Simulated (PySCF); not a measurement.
## Electronic structure of C$_{7}$H$_{12}$GaN (SMILES Cc1ccc[n+]([GaH3-])c1C) in real space

| atom | x (Å) | y (Å) | z (Å) |
| --- | --- | --- | --- |
| C | -2.4314 | 1.0271 | 0.5018 |
| C | -1.3681 | 0.0104 | 0.2092 |
| C | -1.6958 | -1.3365 | 0.0526 |
| C | -0.7094 | -2.2761 | -0.2284 |
| C | 0.5968 | -1.8333 | -0.3499 |
| N | 0.9259 | -0.5453 | -0.1996 |
| Ga | 2.9821 | -0.0595 | -0.4539 |
| C | -0.0131 | 0.3770 | 0.0781 |
| C | 0.4459 | 1.7908 | 0.2198 |
| H | -3.4240 | 0.5574 | 0.5186 |
| H | -2.4490 | 1.8253 | -0.2560 |
| H | -2.2730 | 1.5100 | 1.4791 |
| H | -2.7392 | -1.6484 | 0.1507 |
| H | -0.9457 | -3.3336 | -0.3537 |
| H | 1.4253 | -2.5098 | -0.5743 |
| H | 2.9066 | 0.9749 | -1.6527 |
| H | 3.4910 | -1.5263 | -0.7748 |
| H | 3.3366 | 0.5442 | 0.9704 |
| H | -0.3071 | 2.4264 | 0.6982 |
| H | 1.3762 | 1.8291 | 0.8059 |
| H | 0.6824 | 2.2126 | -0.7708 |

Geometry: PBE0-D3(BJ)/def2-SVP.

Level of theory: CAM-B3LYP/def2-SVPD, SCF density, gas phase in PySCF.

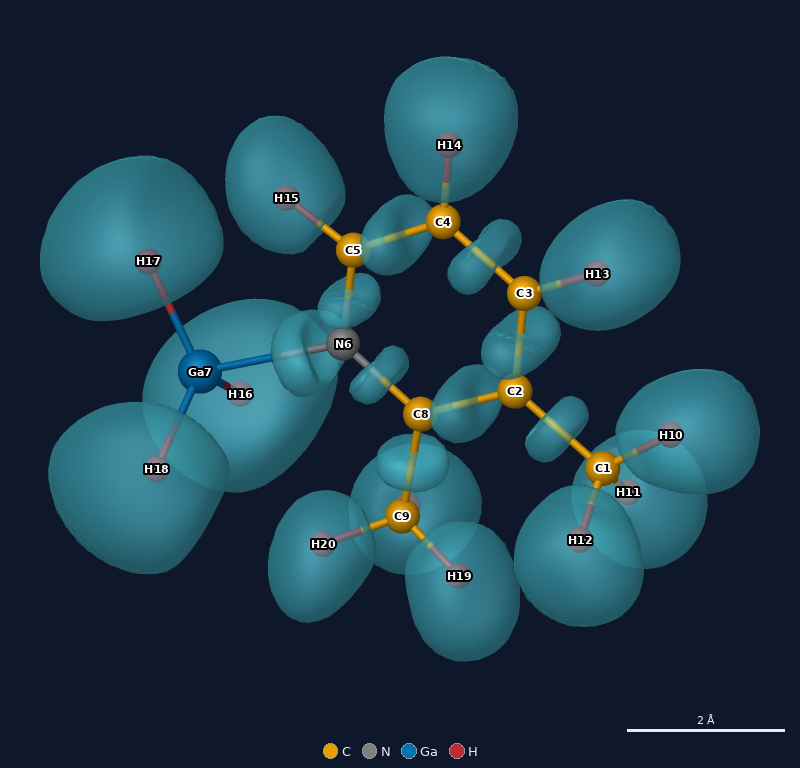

Figure 1. Isosurface of the ELF at 0.8 (cyan), seen at a tilt. Only the valence region is drawn (cores and ρ < 0.01 e/Å³ removed).

Q: Where are the electrons localised?

A: The surface consists of six regions between bonded C–C atoms (shared pairs), two regions between bonded C–N atoms (shared pairs), twelve regions around hydrogen nuclei and one lobe of the valence shell of N pointing towards Ga.


C–N (1.34 Å): the ELF peaks at about 0.95 between the atoms: a covalent bond. C–C (1.38 Å): the ELF peaks at about 0.95 between the atoms: localised, covalent bonding.

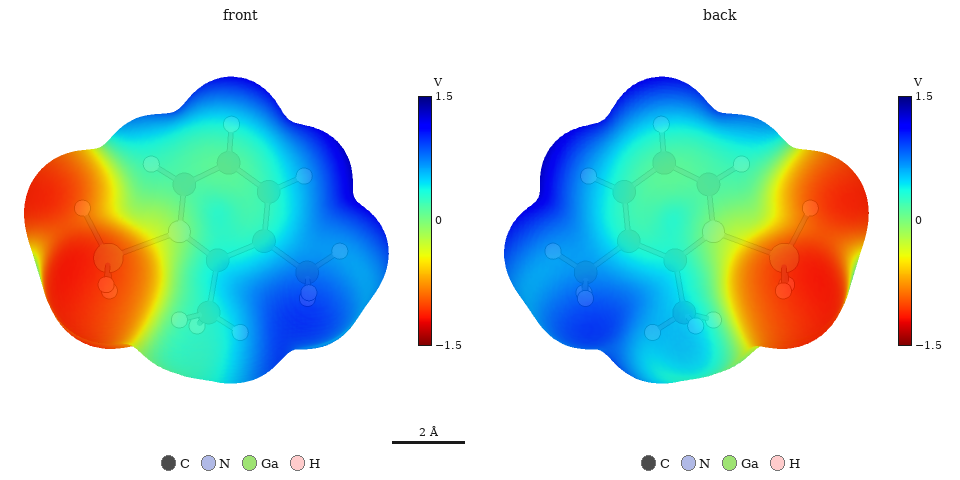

Figure 2. The molecular electrostatic potential painted on the density surface at 0.001 e/bohr³, seen from the front and from behind; the colour scale runs from red (negative) to blue (positive).

Q: Which sites attract a positive test charge, and which a negative one?

A: A positive charge is drawn to the negative regions and a negative charge to the positive ones. The most negative region (about −1.2 V) lies over H16, H17 and H18, the most positive (about +1.3 V) over H13.

Q: What dipole moment does the calculation give?

A: Its dipole moment is 6.67 D.

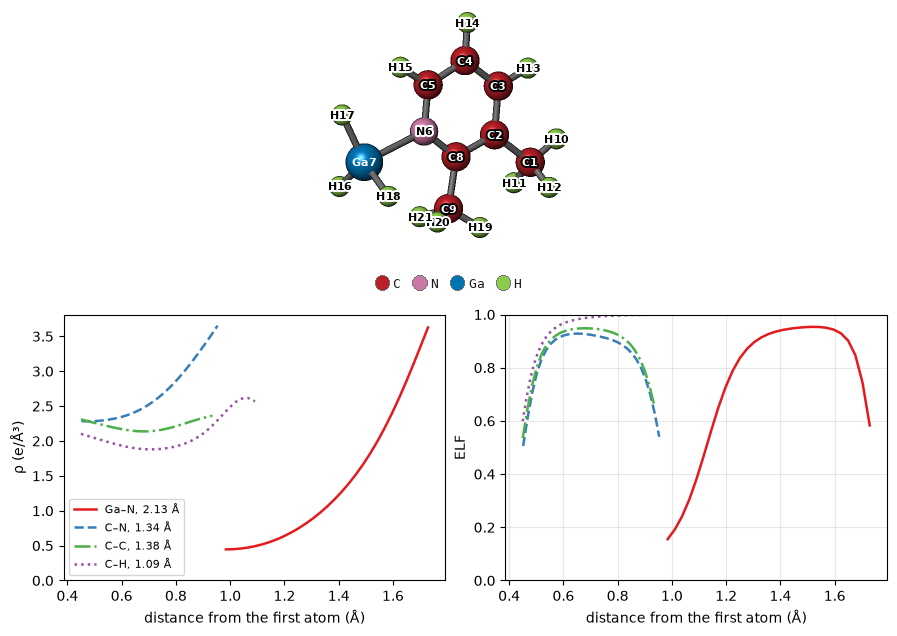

Figure 3. Electron density and ELF along straight lines between neighbouring atoms. The curves leave out the atomic cores. The structure is drawn too.

Q: Compare the contacts.

A: Ga–N (2.13 Å): ρ at the midpoint is about 0.47 e/Å³; the ELF peaks at about 0.95 in the valence shell of N, 0.6 Å from its nucleus, and is about 0.30 at the midpoint.
C–N (1.34 Å): ρ is about 2.5 e/Å³ halfway; the ELF peaks at about 0.95 between the atoms (localised, covalent bonding).
C–C (1.38 Å): the density is about 2.1 e/Å³ at the midpoint; the ELF peaks at about 0.95 between the atoms, as expected for localised, covalent bonding.
C–H (1.09 Å): ρ at the midpoint is about 2 e/Å³; the ELF climbs to about 1 towards the hydrogen, as it does in any bond to H: an ordinary covalent bond to hydrogen.
